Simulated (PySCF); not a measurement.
# Run report: C$_{6}$H$_{13}$ClOSi, NMR shielding calculation

System: C$_{6}$H$_{13}$ClOSi, SMILES [SiH3][C@@H]1COCC[C@H](Cl)C1.
Method: GIAO PBE0/pcSseg-1 NMR shielding, non-relativistic, IEF-PCM acetone (PySCF 2.14.0).

The geometry comes from this level: GFN2-xTB. Figures and captions count atoms from 1; the log counts them from 0 in places.

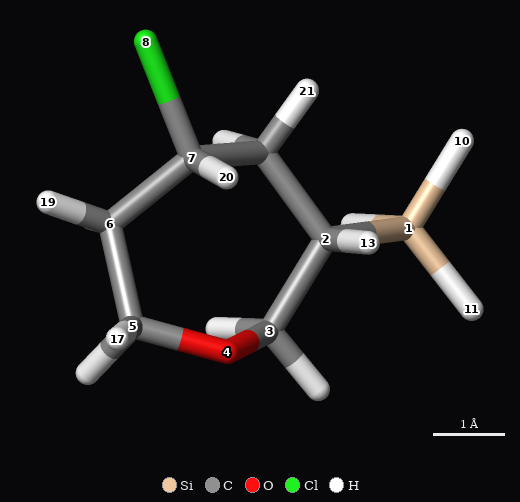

The input geometry (stick view, seen at a tilt; atoms are numbered from 1 in the order of the input). Bond lengths as drawn: C–C 1.52 to 1.54 Å, C–Cl 1.80 Å, C–H 1.09 to 1.10 Å, C–O 1.40 to 1.41 Å, C–Si 1.91 Å and H–Si 1.46 Å.

Input file
```
{"job": {"xc": "PBE0", "basis": "pcSseg-1", "solvent": "acetone", "kind": "nmr", "pop": true}, "charge": 0, "multiplicity": 1}
Si     2.836633    -0.141898    -0.653782
C      1.057000    -0.534631    -0.081475
C      0.093993    -0.594819    -1.268154
O     -1.130637    -1.215314    -0.925857
C     -2.192052    -0.355307    -0.599851
C     -1.867696     0.719444     0.452337
C     -0.827665     0.241588     1.459920
Cl    -1.057505     1.157482     2.990869
C      0.608537     0.459571     0.991444
H      3.712553    -0.145454     0.516972
H      3.263848    -1.154545    -1.617925
H      2.855340     1.181466    -1.281416
H      1.043035    -1.535298     0.364801
H      0.528169    -1.223400    -2.053301
H     -0.076836     0.403240    -1.687625
H     -2.570124     0.141556    -1.507655
H     -2.969603    -1.025546    -0.224455
H     -1.501596     1.628467    -0.029923
H     -2.794940     0.973941     0.967751
H     -0.996538    -0.807686     1.715697
H      1.274120     0.363135     1.852174
H      0.701554     1.483392     0.618602
```

The first line tells a small driver script what to run in PySCF; the rest is the geometry in Å.

Launched with:
```bash
OMP_NUM_THREADS=1 python <driver script> task.json out
```

Output
```
coarse grid: 18912 points
cycle   1  E = -1060.5306608556  dE =  9.757e-01  |g| = 5.773e-01  |ddm| = 4.138e+00
cycle   2  E = -1060.4909121350  dE =  3.975e-02  |g| = 7.609e-01  |ddm| = 1.177e+00
cycle   3  E = -1060.5972316281  dE = -1.063e-01  |g| = 8.240e-02  |ddm| = 7.413e-01
cycle   4  E = -1060.5983060626  dE = -1.074e-03  |g| = 3.317e-02  |ddm| = 8.694e-02
cycle   5  E = -1060.5985287745  dE = -2.227e-04  |g| = 8.053e-03  |ddm| = 3.185e-02
cycle   6  E = -1060.5985425150  dE = -1.374e-05  |g| = 2.218e-03  |ddm| = 9.095e-03
cycle   7  E = -1060.5985435348  dE = -1.020e-06  |g| = 4.346e-04  |ddm| = 2.486e-03
final grid: 171968 points
cycle   8  E = -1060.6645640375  dE = -8.455e-05  |g| = 1.220e-02  |ddm| = 4.637e-02
cycle   9  E = -1060.6645364535  dE =  2.758e-05  |g| = 1.707e-02  |ddm| = 2.249e-02
cycle  10  E = -1060.6645944645  dE = -5.801e-05  |g| = 1.411e-03  |ddm| = 1.326e-02
cycle  11  E = -1060.6645948030  dE = -3.385e-07  |g| = 3.511e-04  |ddm| = 1.545e-03
cycle  12  E = -1060.6645948279  dE = -2.486e-08  |g| = 1.032e-04  |ddm| = 4.287e-04
cycle  13  E = -1060.6645948299  dE = -2.077e-09  |g| = 3.385e-05  |ddm| = 1.345e-04
cycle  14  E = -1060.6645948302  dE = -2.485e-10  |g| = 6.137e-06  |ddm| = 3.326e-05
```

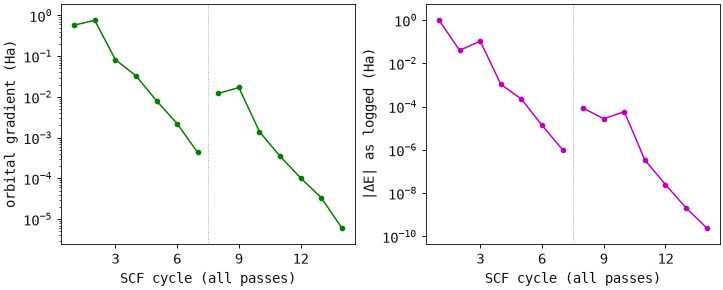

Convergence of the self-consistent field: orbital gradient and size of the energy change against the SCF cycle. The dotted line marks the change from a coarse to the final integration grid. The first 7 cycles use a coarse grid, the final grid takes over at cycle 8, and the field converges after 14 cycles in all.

```
converged SCF energy = -1060.6645948302

GIAO shielding tensors (ppm)
atom      isotropic    diamagn.    paramagn.     s11        s22        s33       span
  0 Si     416.665     879.714    -463.049    384.384    395.979    469.631     85.247
  1 C      158.240     251.170     -92.930    146.695    160.877    167.149     20.454
  2 C      114.621     245.703    -131.082     77.443    107.461    158.959     81.516
  3 O      287.623     398.716    -111.093    255.483    282.759    324.629     69.146
  4 C      118.235     239.997    -121.762     91.147    102.987    160.571     69.424
  5 C      141.812     250.357    -108.545    110.662    142.060    172.715     62.053
  6 C      121.848     243.636    -121.787     90.828    116.064    158.653     67.824
  7 Cl     760.465    1146.910    -386.445    474.178    744.930   1062.288    588.110
  8 C      138.585     248.050    -109.465    121.997    131.856    161.902     39.905
  9 H       27.980      28.695      -0.715     24.260     26.265     33.416      9.156
 10 H       27.988      28.692      -0.704     24.213     25.830     33.921      9.708
 11 H       28.194      28.838      -0.644     24.641     26.843     33.098      8.457
 12 H       30.259      32.110      -1.852     27.197     28.567     35.011      7.814
 13 H       27.662      30.417      -2.754     20.717     29.251     33.020     12.303
 14 H       28.353      31.479      -3.126     24.465     28.262     32.332      7.867
 15 H       27.785      27.791      -0.006     22.556     27.067     33.733     11.177
 16 H       27.661      28.154      -0.493     22.273     26.926     33.785     11.513
 17 H       29.297      31.240      -1.944     27.035     28.406     32.449      5.414
 18 H       29.441      30.173      -0.732     23.823     29.863     34.637     10.815
 19 H       27.385      30.317      -2.932     22.314     28.632     31.209      8.895
 20 H       29.377      31.690      -2.313     22.789     31.915     33.427     10.638
 21 H       30.027      31.883      -1.856     25.853     31.306     32.922      7.069
```

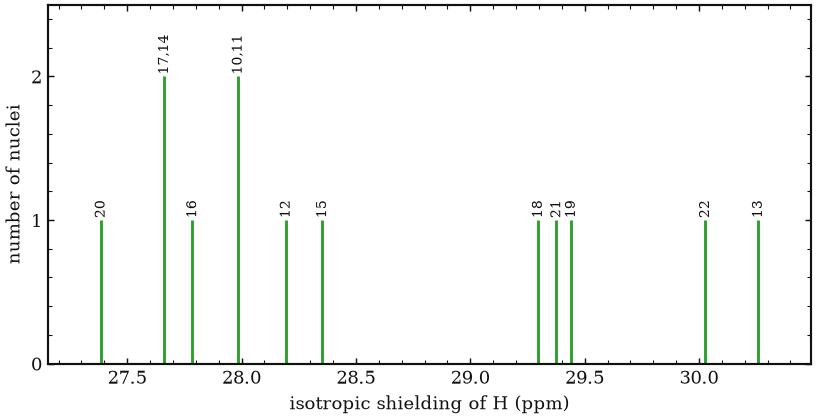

Isotropic shieldings of the hydrogen nuclei in this fixed geometry, labelled by atom number; shielding grows to the right, so chemical shift grows to the left. The least shielded is H20 (27.4 ppm), the most shielded H13 (30.3 ppm).

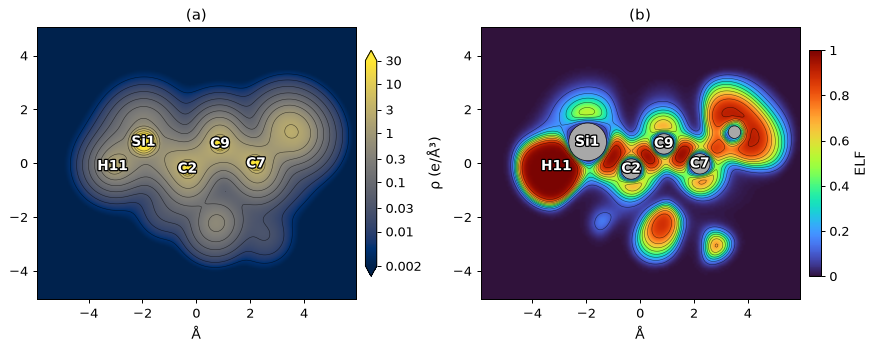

(a) total electron density; (b) ELF on the plane of atoms C2, C9 and C7. Grey discs, where drawn, cover atomic cores. Atoms in the plane: Si, C and H.

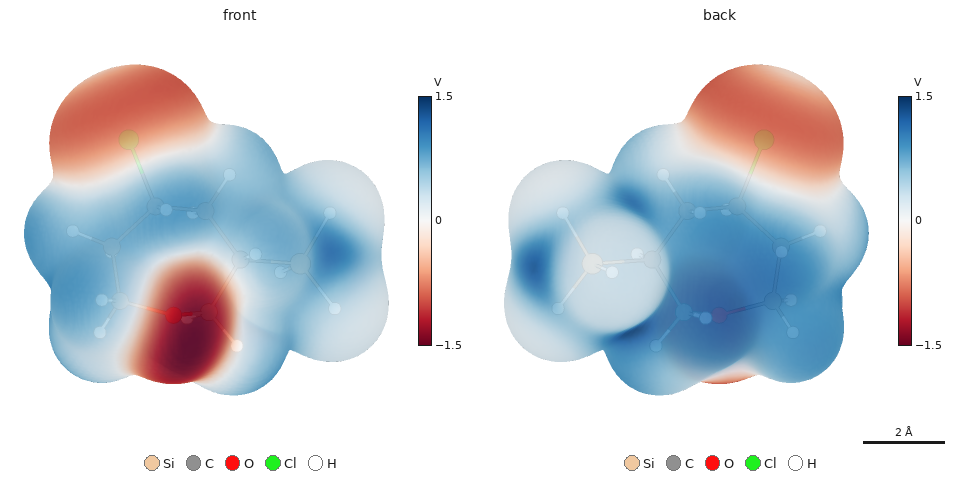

The electrostatic potential painted on the density surface at 0.002 e/bohr³, seen at a tilt and from behind; red is negative and blue positive. Its dipole moment is 2.22 D.

Results in brief

- outcome: converged
- total energy: −1060.664595 hartree
- HOMO: −7.27 eV
- LUMO: 0.60 eV
- dipole moment: 2.22 D
- isotropic shielding, Si: 416.7 ppm
- isotropic shielding, C: 114.6 to 158.2 ppm
- isotropic shielding, O: 287.6 ppm
- isotropic shielding, Cl: 760.5 ppm
- isotropic shielding, H: 27.4 to 30.3 ppm
- hardware: 1 CPU thread, shared host
- wall time: 52 s
- peak memory: 1.3 GiB
